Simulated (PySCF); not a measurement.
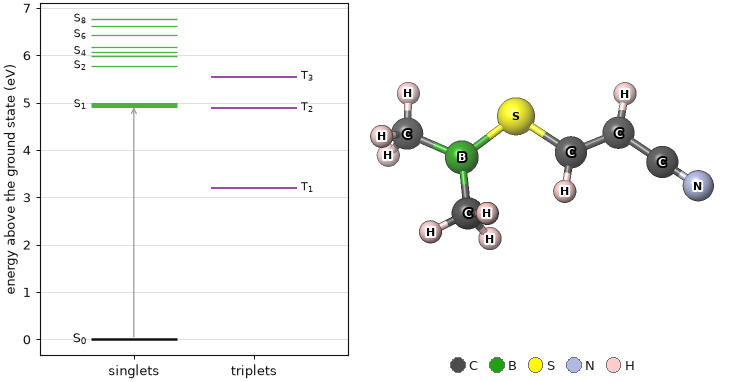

State diagram of C₅H₈BNS, SMILES CB(C)S/C=C/C#N. Vertical TDDFT excitations, PBE0/def2-SVPD, PySCF, at a GFN2-xTB geometry (no frequency check), gas phase. Triplets in the Tamm-Dancoff approximation; only the lowest 8 singlets and 3 triplets were computed. Thicker singlet lines are brighter; the arrow marks the brightest.

Question: How many of the triplet levels drawn lie below S1?

Answer: 2 of 3 (T1 3.20 eV, T2 4.89 eV, T3 5.55 eV; S1 4.96 eV).

Question: What are the energy, strength and character of the state that the arrow marks?

Answer: S1 at 4.96 eV (250 nm), f = 0.613, mainly HOMO → LUMO (95 %).

Question: What is the vertical gap between S1 and T1?

Answer: 1.76 eV: S1 at 4.96 eV, T1 at 3.20 eV.

Known limits of this run: the tight-binding geometry is rougher than a DFT one and adds to the error; one conformer of a flexible molecule; core orbitals are frozen in the response.
